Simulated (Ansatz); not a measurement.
**Run report: C2H6AlBO, geometry relaxation (part 2 of 2)**

C2H6AlBO; RKS PBE-D4/def2-SVP (Ansatz 0.2.0). The geometry: force-field start.

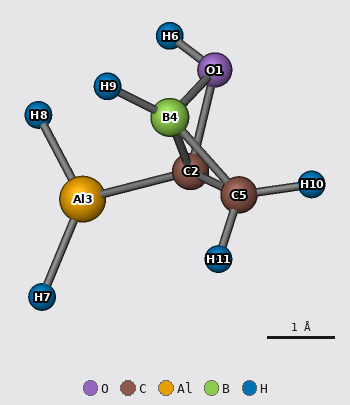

*The geometry at step 16 of the log (ball-and-stick view, seen at a tilt; atoms are numbered from 1 in the order of the input).*

### Trajectory as extended XYZ, continued
```
11
Properties=species:S:1:pos:R:3:forces:R:3 step=7 energy=-11473.77486
O    -1.3508   -0.2025   -1.1089   -0.3403   0.0491   0.2422
C    -0.2105   -0.1382   -0.2310    0.2181  -0.1099   0.0616
Al    0.1045   -1.3834    1.2249   -0.0265  -0.0082  -0.0058
B     0.0131    1.3998    0.0212    0.0179  -0.0258   0.0094
C     0.9573    0.6602   -0.9035   -0.2209  -0.0120  -0.0730
H    -2.1352   -0.3700   -0.5367    0.2673   0.0438  -0.2862
H     1.4498   -1.2405    2.0831    0.0049  -0.0055  -0.0083
H    -1.0931   -2.3706    1.6490    0.0236   0.0428  -0.0066
H    -0.5112    2.4070    0.4108   -0.0403   0.0587   0.0184
H     0.8835    0.8628   -1.9894    0.0276  -0.0378  -0.0064
H     1.9581    0.3183   -0.5989    0.0686   0.0049   0.0546
11
Properties=species:S:1:pos:R:3:forces:R:3 step=8 energy=-11473.78200
O    -1.3483   -0.1697   -1.1025   -0.3208   0.0125   0.2771
C    -0.2036   -0.1422   -0.2261    0.2237  -0.1354   0.0203
Al    0.1046   -1.3920    1.2232   -0.0349   0.0446   0.0040
B     0.0157    1.4001    0.0228   -0.0094  -0.0136  -0.0176
C     0.9548    0.6582   -0.9064   -0.2112   0.0201  -0.0898
H    -2.1263   -0.3911   -0.5390    0.2686   0.0830  -0.2868
H     1.4489   -1.2335    2.0798    0.0033  -0.0306  -0.0071
H    -1.1038   -2.3646    1.6454    0.0241   0.0187   0.0081
H    -0.5131    2.4044    0.4158   -0.0253   0.0345   0.0256
H     0.8759    0.8404   -1.9958    0.0412  -0.0287   0.0069
H     1.9605    0.3329   -0.5967    0.0407  -0.0050   0.0594
11
Properties=species:S:1:pos:R:3:forces:R:3 step=10 energy=-11473.81287
O    -1.3304   -0.0658   -1.0887   -0.4671  -0.2418   0.4816
C    -0.1604   -0.1769   -0.2371    0.1497  -0.1709  -0.0109
Al    0.1012   -1.4074    1.2257   -0.0138   0.0722   0.0029
B    -0.0174    1.3844    0.0016   -0.0770   0.0471  -0.0271
C     0.9474    0.6662   -0.9239   -0.0752   0.0228  -0.1777
H    -2.0986   -0.4134   -0.5599    0.5371   0.3393  -0.4217
H     1.4864   -1.3180    2.0206    0.0127  -0.0210  -0.0036
H    -1.1475   -2.2842    1.7236   -0.0129   0.0063  -0.0019
H    -0.5759    2.3578    0.4364    0.0125  -0.0518   0.0358
H     0.8982    0.7749   -2.0269    0.0576  -0.0257   0.1040
H     1.9625    0.4254   -0.5508   -0.1236   0.0233   0.0187
11
Properties=species:S:1:pos:R:3:forces:R:3 step=11 energy=-11473.87280
O    -1.2934   -0.0331   -1.0816   -0.2561   0.0944   0.1403
C    -0.0933   -0.2530   -0.2847    0.2421  -0.0745   0.0834
Al    0.1175   -1.4156    1.2356   -0.1533   0.0291  -0.0366
B    -0.0861    1.3180   -0.0315   -0.2118  -0.0112  -0.1876
C     0.9454    0.6806   -0.9557    0.0061  -0.1720   0.1168
H    -2.0777   -0.3112   -0.5489    0.3420   0.1103  -0.1363
H     1.5443   -1.4286    1.9573   -0.0147  -0.0088   0.0139
H    -1.2108   -2.1310    1.8219    0.1382   0.0777  -0.0622
H    -0.6946    2.2277    0.4725    0.0689  -0.0888   0.0633
H     0.9648    0.7629   -2.0596   -0.0300  -0.0339   0.0643
H     1.9493    0.5262   -0.5049   -0.1314   0.0779  -0.0592
11
Properties=species:S:1:pos:R:3:forces:R:3 step=12 energy=-11473.96051
O    -1.2556    0.0696   -1.0507   -0.0540   0.1636   0.1374
C    -0.0109   -0.3412   -0.3427    0.2934   0.4639   0.0870
Al    0.1265   -1.4236    1.2314   -0.2479   0.0070   0.1384
B    -0.1702    1.2412   -0.0978   -0.7973  -0.3419  -0.4418
C     0.9412    0.6806   -0.9996    0.7056  -0.3176   0.6260
H    -2.0308   -0.2003   -0.5063    0.1361   0.0279  -0.0129
H     1.5597   -1.5225    1.9391   -0.0483  -0.0095  -0.0485
H    -1.2473   -2.0046    1.8932    0.2508   0.1185  -0.1923
H    -0.8039    2.0717    0.5229    0.3376  -0.1972   0.0280
H     1.0217    0.7043   -2.1062   -0.0858   0.0648   0.1479
H     1.9350    0.6679   -0.4629   -0.4901   0.0205  -0.4691
11
Properties=species:S:1:pos:R:3:forces:R:3 step=13 energy=-11474.05976
O    -1.2206    0.1590   -1.0025   -0.4773  -0.3214  -0.3114
C     0.0708   -0.4188   -0.3816    0.5323   0.4663   0.0377
Al    0.1282   -1.3833    1.2689   -0.2318  -0.0687  -0.0171
B    -0.2946    1.1429   -0.1969   -0.3430   0.2936   0.0962
C     0.9490    0.6660   -1.0235    1.0079  -0.0495   1.0521
H    -1.9797   -0.1040   -0.4395   -0.1832  -0.0990   0.0287
H     1.5887   -1.5968    1.9067   -0.1842   0.0121  -0.0109
H    -1.3004   -1.8799    1.8886    0.3207   0.1426  -0.1338
H    -0.8817    1.9049    0.5759    0.6088  -0.2860  -0.1955
H     1.0721    0.6758   -2.1296   -0.1320   0.0258   0.2017
H     1.9337    0.7772   -0.4458   -0.9180  -0.1160  -0.7478
11
Properties=species:S:1:pos:R:3:forces:R:3 step=14 energy=-11474.12842
O    -1.2575    0.1003   -1.0122    0.5491   0.2590  -0.0842
C     0.0922   -0.4189   -0.4045    0.3019   0.2499   0.1156
Al    0.1342   -1.4179    1.2248   -0.1534   0.2273   0.1295
B    -0.2932    1.1290   -0.1965   -0.3649  -0.0064   0.2593
C     0.9596    0.6830   -1.0202    0.0808  -0.1275   0.1670
H    -1.9933   -0.1855   -0.4289   -0.0412  -0.0870   0.1251
H     1.5420   -1.5910    1.9829   -0.1412  -0.0504  -0.1170
H    -1.3157   -1.7710    1.8524    0.1474  -0.0453  -0.1202
H    -0.7934    1.8769    0.6380    0.2751  -0.2837  -0.2877
H     1.0439    0.7369   -2.1271   -0.0340  -0.0353   0.1393
H     1.9465    0.8013   -0.4881   -0.6196  -0.1006  -0.3266
11
Properties=species:S:1:pos:R:3:forces:R:3 step=16 energy=-11474.19428
O    -1.2045    0.0872   -0.9722   -0.2173  -0.0289   0.0304
C     0.1770   -0.4200   -0.3964    0.1684   0.0850  -0.0106
Al    0.1151   -1.3611    1.2599   -0.0266   0.0520   0.0107
B    -0.2986    1.1004   -0.1813    0.1138   0.0852   0.1469
C     0.9464    0.7112   -1.0488   -0.1400  -0.1724  -0.0722
H    -1.9193   -0.2463   -0.3804   -0.0247  -0.0575  -0.0406
H     1.4671   -1.6254    2.0741   -0.0867  -0.0105  -0.0294
H    -1.3839   -1.7376    1.7292    0.0988   0.0369  -0.0523
H    -0.7235    1.8214    0.6922   -0.0020  -0.0501  -0.0773
H     0.9525    0.7405   -2.1558   -0.0123   0.0172   0.0112
H     1.9370    0.8727   -0.6000    0.1287   0.0431   0.0831
11
Properties=species:S:1:pos:R:3:forces:R:3 step=17 energy=-11474.20138
O    -1.2064    0.0822   -0.9626   -0.0801  -0.0328   0.0364
C     0.1965   -0.4236   -0.4033    0.0763   0.0528  -0.0463
Al    0.1222   -1.3436    1.2594   -0.0577  -0.0223   0.0531
B    -0.2950    1.0894   -0.1730    0.0817   0.0596   0.0672
C     0.9455    0.7136   -1.0572   -0.1022  -0.0799  -0.0777
H    -1.9157   -0.2632   -0.3706    0.0003  -0.0633  -0.0097
H     1.4439   -1.6467    2.1031   -0.0361   0.0145  -0.0328
H    -1.3843   -1.7066    1.7021    0.0436   0.0372  -0.0363
H    -0.7177    1.8036    0.7037    0.0010  -0.0076  -0.0242
H     0.9368    0.7489   -2.1639    0.0005   0.0248   0.0148
H     1.9397    0.8889   -0.6171    0.0727   0.0171   0.0554
11
Properties=species:S:1:pos:R:3:forces:R:3 step=18 energy=-11474.21008
O    -1.2004    0.0546   -0.9300    0.0225   0.0072   0.0227
C     0.2402   -0.4310   -0.4163   -0.0785  -0.0233  -0.0819
Al    0.1149   -1.3203    1.2552    0.0289  -0.0209   0.0803
B    -0.2790    1.0672   -0.1484   -0.0009  -0.0885  -0.0577
C     0.9433    0.7225   -1.0754   -0.0277   0.0389  -0.0724
H    -1.8827   -0.3379   -0.3307    0.0811   0.0112  -0.0102
H     1.3945   -1.6592    2.1413   -0.0077  -0.0026   0.0070
H    -1.4202   -1.6220    1.6282   -0.0087   0.0172  -0.0140
H    -0.6883    1.7698    0.7370   -0.0242   0.0627   0.0766
H     0.8962    0.7805   -2.1807    0.0185   0.0046   0.0364
H     1.9470    0.9189   -0.6596   -0.0033  -0.0065   0.0132
11
Properties=species:S:1:pos:R:3:forces:R:3 step=19 energy=-11474.21321
O    -1.1965    0.0425   -0.9171    0.0169  -0.0308   0.0287
C     0.2576   -0.4389   -0.4295   -0.0740  -0.0095  -0.0901
Al    0.1191   -1.3062    1.2546    0.0049  -0.0002   0.0556
B    -0.2752    1.0512   -0.1370    0.0029  -0.0714  -0.0510
C     0.9384    0.7280   -1.0867    0.0150   0.0520  -0.0073
H    -1.8606   -0.3752   -0.3123    0.0706   0.0308  -0.0020
H     1.3698   -1.6711    2.1712   -0.0099   0.0033  -0.0055
H    -1.4349   -1.5653    1.5866   -0.0040   0.0013  -0.0012
H    -0.6742    1.7466    0.7610   -0.0126   0.0364   0.0504
H     0.8763    0.8007   -2.1898    0.0114  -0.0038   0.0262
H     1.9456    0.9308   -0.6804   -0.0213  -0.0081  -0.0038
11
Properties=species:S:1:pos:R:3:forces:R:3 step=21 energy=-11474.21614
O    -1.1939    0.0252   -0.9038   -0.0164  -0.0290   0.0252
C     0.2707   -0.4577   -0.4615   -0.0104   0.0108  -0.0272
Al    0.1183   -1.2718    1.2537   -0.0157   0.0083  -0.0235
B    -0.2689    1.0217   -0.1211    0.0217  -0.0029   0.0023
C     0.9324    0.7325   -1.0995    0.0148   0.0168   0.0479
H    -1.8270   -0.4164   -0.2805    0.0152   0.0133  -0.0157
H     1.3394   -1.6572    2.1999   -0.0126   0.0104  -0.0030
H    -1.4556   -1.4989    1.5281    0.0137  -0.0023   0.0183
H    -0.6497    1.6993    0.8037    0.0056  -0.0174  -0.0209
H     0.8569    0.8344   -2.1986   -0.0079  -0.0026   0.0102
H     1.9429    0.9319   -0.6999   -0.0080  -0.0053  -0.0137
11
Properties=species:S:1:pos:R:3:forces:R:3 step=22 energy=-11474.21649
O    -1.1952    0.0261   -0.9120   -0.0073  -0.0196   0.0524
C     0.2666   -0.4685   -0.4806   -0.0066   0.0373  -0.0160
Al    0.1163   -1.2668    1.2430   -0.0353   0.0328   0.0161
B    -0.2647    1.0076   -0.1134    0.0235  -0.0085  -0.0021
C     0.9321    0.7310   -1.0986    0.0325   0.0077   0.0137
H    -1.8245   -0.4189   -0.2880   -0.0227  -0.0044  -0.0201
H     1.3325   -1.6255    2.2034    0.0149  -0.0067  -0.0104
H    -1.4546   -1.4843    1.5377    0.0045  -0.0150  -0.0107
H    -0.6413    1.6711    0.8234    0.0026  -0.0166  -0.0221
H     0.8536    0.8541   -2.1955   -0.0035  -0.0074   0.0126
H     1.9448    0.9171   -0.6988   -0.0026   0.0004  -0.0135
11
Properties=species:S:1:pos:R:3:forces:R:3 step=23 energy=-11474.21698
O    -1.1964    0.0281   -0.9114    0.0118   0.0067   0.0217
C     0.2645   -0.4681   -0.4806   -0.0020   0.0067  -0.0066
Al    0.1110   -1.2558    1.2474   -0.0054  -0.0183   0.0086
B    -0.2627    1.0086   -0.1131    0.0037  -0.0011   0.0047
C     0.9342    0.7299   -1.0972    0.0013   0.0014  -0.0036
H    -1.8278   -0.4158   -0.2891   -0.0151  -0.0052  -0.0187
H     1.3356   -1.6184    2.1962    0.0076   0.0055   0.0024
H    -1.4562   -1.5019    1.5384    0.0052   0.0111  -0.0071
H    -0.6399    1.6716    0.8229    0.0001  -0.0031  -0.0072
H     0.8552    0.8527   -2.1940   -0.0029  -0.0036   0.0112
H     1.9480    0.9122   -0.6989   -0.0042  -0.0001  -0.0053
```

This output came from the following input.

### The input
```yaml
crystal:
  periodic: [false, false, false]
  atoms:
    - {symbol: O, position_ang: [-1.163100, -0.460100, -1.277600]}
    - {symbol: C, position_ang: [-0.256100, -0.120900, -0.316500]}
    - {symbol: Al, position_ang: [0.047100, -1.429000, 1.148400]}
    - {symbol: B, position_ang: [-0.086200, 1.464900, 0.025600]}
    - {symbol: C, position_ang: [0.904900, 0.609100, -0.873600]}
    - {symbol: H, position_ang: [-2.074700, -0.466800, -0.806300]}
    - {symbol: H, position_ang: [1.606200, -1.700600, 1.642200]}
    - {symbol: H, position_ang: [-1.081900, -1.804900, 2.132900]}
    - {symbol: H, position_ang: [-0.562100, 2.464000, 0.565100]}
    - {symbol: H, position_ang: [0.866700, 0.893700, -1.907500]}
    - {symbol: H, position_ang: [1.864600, 0.493600, -0.312200]}
basis:
  gaussian: {orbitals: def2-SVP}
hamiltonian: {xc: pbe, dispersion: d4}
relax: {f_tol: 0.03, max_steps: 200}
```

Launched with:
```bash
ansatz run in.yaml --threads 4 --pin off --events-out ev --progress --plain --max-ram 10444MiB
```

### Key numbers

- outcome: converged
- total energy: −11474.2170 eV
- mean-field energy: −11473.9927 eV
- dispersion energy: −0.2244 eV
- SCF solution under orbital rotations: stable
- largest force (length of the vector) at the end: 0.026 eV/Å
- dipole moment: 0.74 D
- hardware: 4 threads of Arm Neoverse V1, 23 GiB of memory available, shared host
- wall time: 30 s (CPU time 1.8 min)
- peak memory: 0.16 GiB
